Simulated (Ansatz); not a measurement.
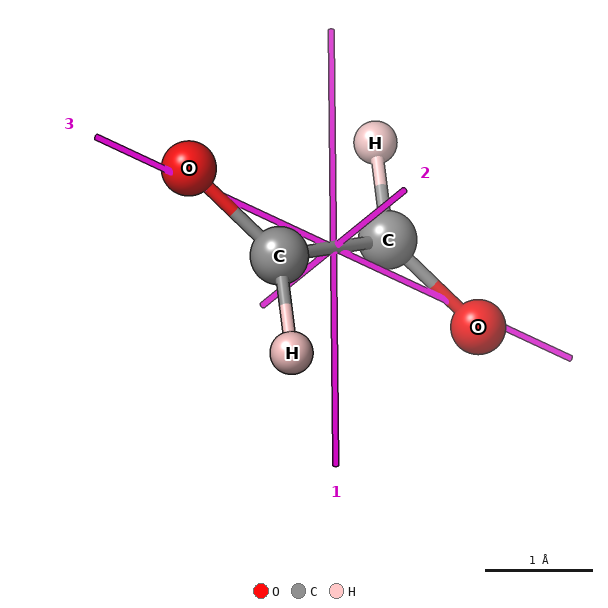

The three principal axes of inertia are drawn and numbered. Atoms fade into the background with distance from the viewer. Computed geometry: PBE0-D4/def2-TZVP optimisation. Masses are those of the most abundant isotopes; constants are for the rigid equilibrium geometry.

> Which line is the a axis (least moment of inertia), which b and which c?

a is line 3, b is line 1, c is line 2; the moments are 8.99, 105, 114 u Å².

> What kind of rotor is it, and what are its rotational constants in GHz?

An asymmetric top (C2h): A = 56.2, B = 4.83, C = 4.45 GHz. Ray's parameter κ is −0.99, close to the prolate limit.
